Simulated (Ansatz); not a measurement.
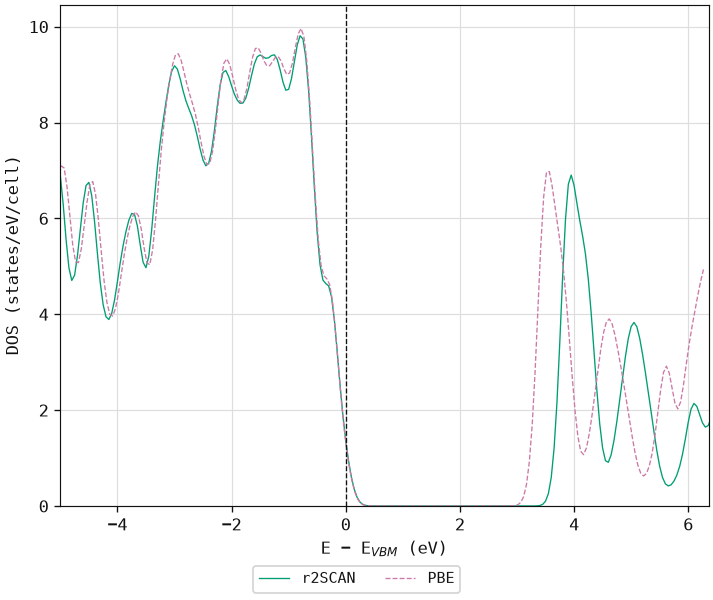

Total densities of states of TiSi3O8, space group Pmm2, 12 atoms in the cell, tetragonal host type, by two methods on the same cell. The curves are built from the levels of the k mesh with Gaussians 0.3 eV wide, which also blur the band edges. Each is counted from its own valence-band top.

What changes from one method to the other?

r2SCAN gives a gap of 3.76 eV and PBE gives a gap of 3.31 eV.

Settings. r2SCAN: DFT, r2SCAN, plane waves, PAW, no spin polarisation, 8×4×4 k mesh, 500 eV cutoff (Ansatz 0.2.0). PBE: DFT, PBE, plane waves, PAW, no spin polarisation, 8×4×4 k mesh, 420 eV cutoff, Fermi-Dirac smearing of 0.02 eV (Ansatz).
